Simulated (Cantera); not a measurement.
Charge: 1 mol SiCl4, 0.64 mol Cl2, 18 mol H2, 0.6 mol HCl, at 2.60 bar.

Equilibrium computed with Cantera from the NASA thermochemical tables; the gas is ideal and each condensed phase is pure. Candidate condensed phases: Si; 19 gas species. The tables' values for SiCl3 are old estimates; treat these amounts as uncertain. Rates play no part.

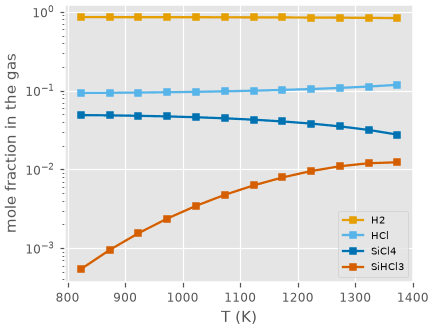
Fig. 1. Equilibrium gas composition (values under 1e-9 drawn at 1e-9)

### Question
Read off the mole fractions at 1123 K.

### Answer
H2 about 0.85, HCl about 0.100, SiCl4 about 0.043, SiHCl3 about 0.0063.
